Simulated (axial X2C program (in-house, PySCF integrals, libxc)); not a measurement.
**A two-component session on AlO⁺: properties at the nuclei**

Wanted for AlO⁺: properties at the nuclei, at the two-component level.

Computed with an in-house X2C program for linear molecules on PySCF integrals. Level: two-component X2C with atomic mean-field terms, Al dyall-av3z, O dyall-av3z.

All values are calculated.

**1. The job**

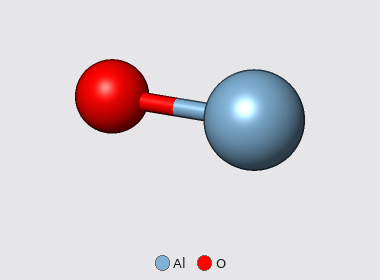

The two atoms at 1.700 Å (aluminium light blue, oxygen red).

Contents of task.json:

```json
{"zs": [13, 8], "q": 1, "bas": ["dyall-av3z", "dyall-av3z"], "r0": 1.7, "levels": ["PBE0", "HF", "B3LYP"], "nst": 1, "ff": 1, "thr": -3.5, "nmax": 130, "opt": {"ecut": 60}}
```

Keys: zs atomic numbers; q charge; bas basis sets; r0 starting distance in Å; levels methods (HF also brings MP2); nst determinants followed; ff finite-field run; thr threshold in hartree for freezing inner shells (an s shell follows its p shell); nmax most natural virtual spinors; ecut virtual cutoff in hartree.

On the command line:

```
python soeom.py task.json out
```

Nuclei are Gaussian, cores are contracted, and the Gaunt term is on.

**2. Expectation values, lowest determinant**

R = 1.745 Å. State: Ω = 2 (excess of +ω over −ω: ω = 1/2, ω = 3/2).

Output of the PBE0 run:

```text
two-component X2C + atomic mean field  PBE0
basis functions 119  fitting functions 632  grid points 4354
iter        total energy     max residual
   1       -313.732243248     2.32e+00
   2       -317.510465433     6.45e-02
   3       -317.357299973     1.65e-01
   4       -317.557642457     1.45e-02
   5       -317.560795887     1.16e-03
   6       -317.560813127     1.13e-03
   7       -317.560826335     1.92e-04
   8       -317.560827188     4.23e-05
   9       -317.560827289     2.00e-05
  10       -317.560827300     4.84e-06
  11       -317.560827300     5.41e-07
converged
one-electron -497.71224217  Coulomb 175.42198628  exact exchange -6.53843135  xc functional -20.23810645  nuclear repulsion 31.53835526  atomic mean-field constant -0.03238887
```

The highest occupied spinor is 49% Al s, 25% Al p, 20% O p.

| level | Eeff magnitude (GV/cm) | Ws magnitude Al (kHz) | A∥/gI Al (MHz) | qzz Al (a.u.) | A∥/gI O (MHz) | qzz O (a.u.) |
| --- | --- | --- | --- | --- | --- | --- |
| PBE0 | 0.211 | 0.0382 | 356 | -0.99 | 176 | -0.47 |
| HF | 0.243 | 0.0433 | 384 | -1.23 | 188 | -0.53 |
| B3LYP | 0.212 | 0.0387 | 366 | -0.96 | 182 | -0.47 |

Eeff is the effective electric field on the electron dipole moment in this Ω state and Ws the scalar–pseudoscalar constant (defined with the proton number Z and per Ω); A∥ is the parallel hyperfine constant, which follows by multiplying with the nuclear g factor gI = μI/(I μN); qzz is the electric field gradient, eQq0 = 234.96 MHz × Q/barn × qzz. The operators were transformed with the bare-nucleus X2C matrices.

**3. Finite-field coupled cluster**

Output:

```text
two-component X2C + atomic mean field  HF
basis functions 119  fitting functions 632  grid points 4354
iter        total energy     max residual
   1       -316.938014917     7.86e-02
   2       -316.951737616     6.83e-03
   3       -316.952761637     3.01e-03
   4       -316.952981769     1.94e-03
   5       -316.953079189     8.35e-04
   6       -316.953109709     4.52e-04
   7       -316.953119940     1.48e-04
   8       -316.953121925     6.58e-05
   9       -316.953122291     4.01e-05
  10       -316.953122374     1.28e-05
  11       -316.953122380     2.49e-06
  12       -316.953122380     6.51e-07
converged
one-electron -497.72995286  Coulomb 175.50484348  exact exchange -26.23397938  xc functional 0.00000000  nuclear repulsion 31.53835526  atomic mean-field constant -0.03238887
correlated 16  virtual 208  natural virtual 109  E(MP2) -0.347501986  MP2 remainder -0.004058006
iter   CCSD correlation   residual
   1     -0.348649956   9.09e-02
   2     -0.354531184   4.46e-02
   3     -0.357652971   2.24e-02
   4     -0.357533058   8.63e-03
   5     -0.357592108   3.65e-03
   6     -0.357636609   1.39e-03
   7     -0.357628419   5.27e-04
   8     -0.357633815   2.09e-04
   9     -0.357628260   8.60e-05
  10     -0.357629095   3.46e-05
  11     -0.357628760   1.73e-05
  12     -0.357628807   8.63e-06
  13     -0.357628801   3.81e-06
(T) -0.010112681  T1 0.0226  D1 0.0525  max T2 0.044
```

T1 in the output is the amplitude norm over the root of the electron number; divide by √2 for the Lee–Taylor value.

16 electrons correlated in 109 natural virtual spinors, MP2 remainder added; T1 = 0.016.

```
  level  Eeff magnitude (GV/cm)  Ws magnitude Al (kHz)  A∥/gI Al (MHz)  qzz Al (a.u.)  A∥/gI O (MHz)
     HF                   0.243                 0.0433             384          -1.23            188
    MP2                   0.211                 0.0389             400          -1.10            172
   CCSD                   0.222                 0.0397             374          -1.07            176
CCSD(T)                   0.216                 0.0387             373          -1.03            176
```

**4. Results**

| quantity | value |
| --- | --- |
| lowest determinant | Ω = 2 (excess of +ω over −ω: ω = 1/2, ω = 3/2) |
| Eeff magnitude (GV/cm), PBE0 | 0.211 |
| Ws magnitude Al (kHz), PBE0 | 0.0382 |
| A∥/gI Al (MHz), PBE0 | 356 |
| qzz Al (a.u.), PBE0 | -0.99 |
| Eeff magnitude (GV/cm), CCSD(T) | 0.216 |
| Ws magnitude Al (kHz), CCSD(T) | 0.0387 |
| A∥/gI Al (MHz), CCSD(T) | 373 |
| qzz Al (a.u.), CCSD(T) | -1.03 |

What this shows: In the first state, the effective field runs from 0.211 to 0.243 GV/cm over the mean-field levels. The expectation values come from single determinants, which for open shells can mix terms of unlike spin or miss the lowest Ω, so a determinant need not be a state. Eeff is the effective electric field on the electron dipole moment in this Ω state and Ws the scalar–pseudoscalar constant (defined with the proton number Z and per Ω); A∥ is the parallel hyperfine constant, which follows by multiplying with the nuclear g factor gI = μI/(I μN); qzz is the electric field gradient, eQq0 = 234.96 MHz × Q/barn × qzz. The operators were transformed with the bare-nucleus X2C matrices. Correlation of the inner shells is missing, which matters for properties at the nucleus.
